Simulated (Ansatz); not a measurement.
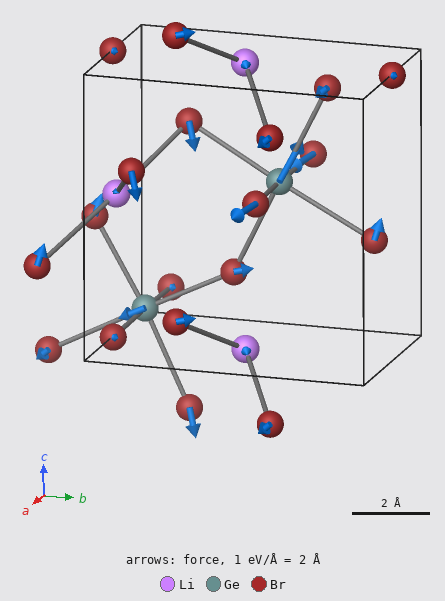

Starting geometry of a crystal of LiGeBr3 (a generated structure, set up in P1) (coarse preliminary run) with the computed forces as blue arrows. A ball-and-stick model of the cell of the calculation, seen slightly off an axis.

Theory: Ansatz 0.2.0, DFT PBE, scalar-relativistic, plane waves, PAW.

Input file:
```yaml
crystal:
  lattice:
    - [0.107138705, 0.0145884804, 5.3543209922]
    - [7.6565743322, -0.0111550973, 0.1507361159]
    - [-0.0111550973, 7.6997409451, 0.020524897]
  atoms:
    - { symbol: Li, position: [0.4981279663, 0.012388034, 0.4987487063] }
    - { symbol: Li, position: [0.5213755902, 0.4782944147, -0.0001030164] }
    - { symbol: Ge, position: [0.0144913175, 0.4959124949, 0.4971580612] }
    - { symbol: Ge, position: [0.0110290193, 0.0139268824, 0.0136030058] }
    - { symbol: Br, position: [0.0119518875, 0.8347974169, 0.3206355063] }
    - { symbol: Br, position: [-0.0013811227, 0.6654298976, 0.8364476311] }
    - { symbol: Br, position: [0.4612398239, 0.5029924657, 0.4973217207] }
    - { symbol: Br, position: [-0.0043680895, 0.168986195, 0.6769420648] }
    - { symbol: Br, position: [-0.0018353471, 0.3287176824, 0.1646929229] }
    - { symbol: Br, position: [0.4893689546, -0.0014454837, -0.0054466026] }
basis:
  ecutwfc: 420
kpoints:
  mp_grid: { grid: [4, 2, 2] }
hamiltonian:
  xc: pbe
scf:
  occupations: { method: gaussian, width: 0.1 }
  lower_state_search: "off"
output:
  forces: true
  stress: true
  eigenvalues: true
relax:
  adjacent_minimum: "off"
  f_tol: 0.025
  max_steps: 60
  cell: { stress_tol: 0.25 }
```

Run as
```bash
ansatz run input.yaml --threads 1 --pin off --max-ram 2560MiB --backend cpu --events-out ev --progress --plain --runs-dir out
```

What follows when this structure is relaxed?

It isn't relaxed: the largest force vector, on Ge3, is 0.73 eV/Å. The final displacements have little in common with the starting forces (cosine between the two patterns 0.04). The largest move relative to the cell is that of Li2, 2.56 Å along [3 −2 −1]. Largest moves by element: Li 2.56 Å, Br 1.72 Å, Ge 0.87 Å. The volume changes by +23.0 %, with a 5.355 → 6.438 Å (+20.2 %), b 7.658 → 7.847 Å (+2.5 %), c 7.700 → 7.956 Å (+3.3 %), α 90.2° → 87.2°, β 89.7° → 91.0°, γ 87.7° → 104.8°. Among the contacts that change: Li1–Br5 3.310 → 7.495 Å, Ge4–Br10 2.805 → 4.821 Å, Li2–Br8 4.203 → 2.555 Å, Ge4–Br8 2.855 → 4.372 Å. New bonds form: Li1–Br10 (3.82 → 2.62 Å), Li1–Br5 (3.29 → 2.61 Å), Li1–Br7 (3.75 → 2.54 Å), Li2–Br10 (3.68 → 2.69 Å). Bonds break: Ge4–Br10 (2.81 → 4.82 Å), Ge4–Br8 (2.85 → 4.37 Å). Among the angles between lasting bonds that change: Br6–Ge3–Br7 89.8° → 99.8°, Br6–Ge3–Br8 87.3° → 92.8°, Br5–Ge4–Br10 92.3° → 96.7°. The space group stays P1 (No. 1). The energy falls by 180 meV per atom in 33 accepted moves (36 points after the start). Largest force component: 0.68 eV/Å at the start, 0.024 eV/Å at the end. Pressure: 0.27 GPa at the start and 0.00 GPa at the end. The line search rejected the trial step at point 22 of the run. The SCF was repeated twice at an unchanged geometry on a basis and grid sized afresh for the cell, which shifted the energy by 2.8 meV per atom at most.
